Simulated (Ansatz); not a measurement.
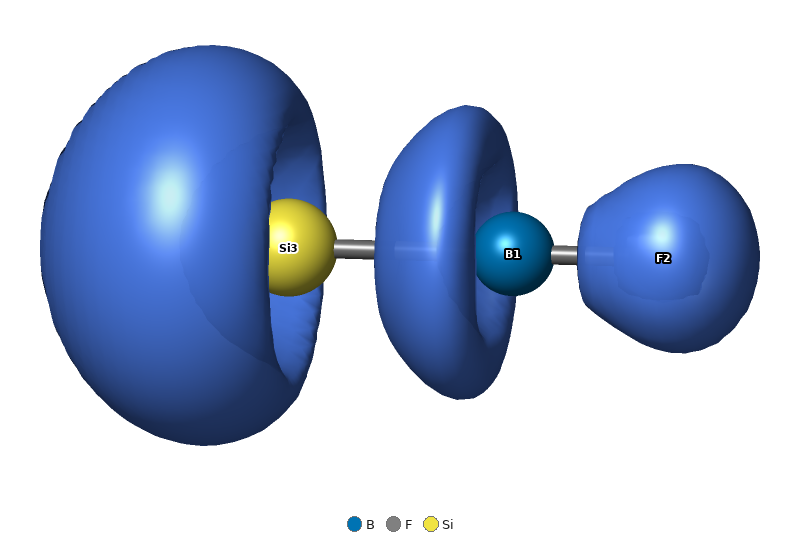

The picture shows: BFSi (SMILES FB=[Si]) (triplet). Isosurface of the ELF at 0.75 (blue), seen from one side. Only the valence region is drawn (cores and ρ < 0.01 e/Å³ removed).

Geometry: PBE0-D3(BJ)/def2-SVP.

All numbers below come from Ansatz, isolated molecule in a Gaussian basis; Kohn-Sham density functional theory, functional PBE0.

**Where are the electrons localised?**

The ELF exceeds this value in one region between bonded B–Si atoms (shared pairs), one region on F in which the atom's valence shell and bonds are merged and one lobe on Si, pointing away from the bonds (non-bonding electrons).

Values along the shortest contacts:
B–F (1.28 Å): the ELF peaks at about 0.85 between the atoms; a short, strongly polar bond. Si–B (1.90 Å): the ELF peaks at about 0.90 between the atoms, as expected for localised, covalent bonding.
